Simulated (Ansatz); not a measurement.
## Two runs on CH$_{5}$BFNOSi

System: CH$_{5}$BFNOSi, SMILES OC1(F)NB1[SiH3].
Method of the first run: RKS SPW92 (LDA)/def2-TZVPP (Ansatz 0.2.0).

The geometry comes from this level: PBE0-D4/def2-TZVP. Text and figures count atoms from 1; the logs count them from 0 in places.

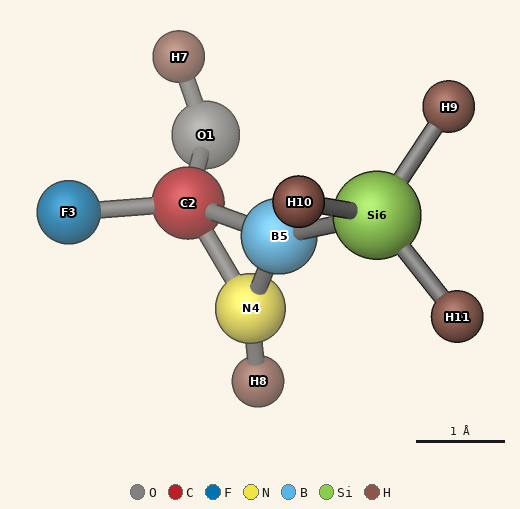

Figure 1. The structure (ball-and-stick view, seen at a tilt; atoms are numbered from 1 in the order of the input).

### Input, the first run
```yaml
crystal:
  periodic: [false, false, false]
  atoms:
    - {symbol: O, position_ang: [-0.016988, -2.378969, 0.539064]}
    - {symbol: C, position_ang: [0.662873, -1.213013, 0.293417]}
    - {symbol: F, position_ang: [1.901120, -1.278588, 0.900567]}
    - {symbol: N, position_ang: [0.670170, -0.766884, -1.027344]}
    - {symbol: B, position_ang: [0.080375, 0.143619, -0.196139]}
    - {symbol: Si, position_ang: [-0.824337, 1.910761, -0.055254]}
    - {symbol: H, position_ang: [-0.184985, -2.436228, 1.484260]}
    - {symbol: H, position_ang: [0.956843, -1.133245, -1.922037]}
    - {symbol: H, position_ang: [-2.163307, 1.728018, 0.566345]}
    - {symbol: H, position_ang: [-0.019217, 2.805029, 0.818585]}
    - {symbol: H, position_ang: [-0.997047, 2.562499, -1.380964]}
basis:
  gaussian: {orbitals: def2-TZVPP}
hamiltonian: {xc: lda}
output: {orbitals: {seedname: orbitals}}
```

Hardware: 4 threads of Oxide Virtual Turin-like, 27 GiB of memory available, shared host.

### Output (the first run)
```
Functional definition: SPW92
  exchange = slater_x
  correlation = pw_c
1394 factors; their error is unknown
mean field evaluation 1: about -15824.8094 eV, gradient 7.8e1 eV
mean field evaluation 2: about -15786.2490 eV, gradient 1.5e2 eV
mean field evaluation 4: about -15835.7978 eV, gradient 1.4e1 eV
mean field evaluation 8: about -15836.1888 eV, gradient 1.4e-1 eV
mean field evaluation 16: about -15836.1579 eV, gradient 3.0e-4 eV
mean field -15836.15790282 eV, -581.9680687954 hartree, gradient 4.8e-5 eV, S^2 0.000000; 0 other end points of the search recorded, 0 dependent functions left out
reference -15836.15794457 eV, -581.9680703297 hartree; 27, 27 occupied and 240, 240 virtual orbitals, 1394 factors
Total energy: -15836.15794457 eV, -581.9680703297 hartree
```

The input of the second run differs as follows (lines with − go, lines with + come):
```diff
-hamiltonian: {xc: lda}
+hamiltonian: {xc: {name: LC-wPBE}}
```

How does the second run compare with the first run?

The total energies belong to different methods, so their difference says nothing on which is more stable or more accurate. The HOMO goes from −6.23 to −10.16 eV. The LUMO goes from −2.15 to 1.27 eV.

### Output (the second run)
```
Functional definition: LC-wPBE
  parameter omega = 0.4/bohr
  exchange = pbe_x_sr(omega) + exact_x_lr(omega)
  correlation = pbe_c
1394 factors; their error is unknown
451 factors; integrals over basis functions are off by at most 2.6e-5 eV
mean field evaluation 1: about -15915.8360 eV, gradient 5.9e1 eV
mean field evaluation 2: about -15916.9459 eV, gradient 5.6e1 eV
mean field evaluation 4: about -15921.7732 eV, gradient 2.1e0 eV
mean field evaluation 8: about -15921.7826 eV, gradient 5.3e-2 eV
mean field evaluation 16: about -15921.7510 eV, gradient 1.5e-4 eV
mean field -15921.75096026 eV, -585.1135556391 hartree, gradient 6.2e-5 eV, S^2 0.000000; 0 other end points of the search recorded, 0 dependent functions left out
reference -15921.75096027 eV, -585.1135556394 hartree; 27, 27 occupied and 240, 240 virtual orbitals, 1394 factors
Total energy: -15921.75096027 eV, -585.1135556394 hartree
```

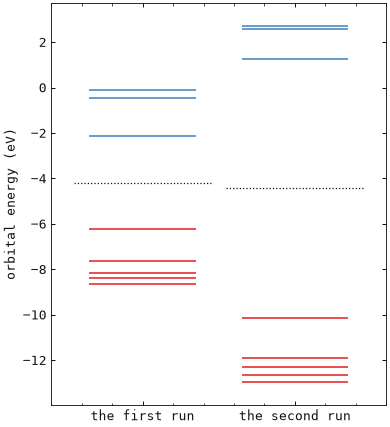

Figure 2. The five highest filled and three lowest empty orbital energies of the two runs; the dotted lines part filled from empty levels. The HOMO–LUMO gap is 4.08 eV in the first run and 11.43 eV in the second run.

### The two runs side by side

| quantity | the first run | the second run |
| --- | --- | --- |
| outcome | converged | converged |
| total energy (hartree) | −581.968070 | −585.113556 |
| HOMO (eV) | −6.23 | −10.16 |
| LUMO (eV) | −2.15 | 1.27 |
| basis functions | 267 | 267 |
| wall time (shared host) | 2 s | 4.3 s |
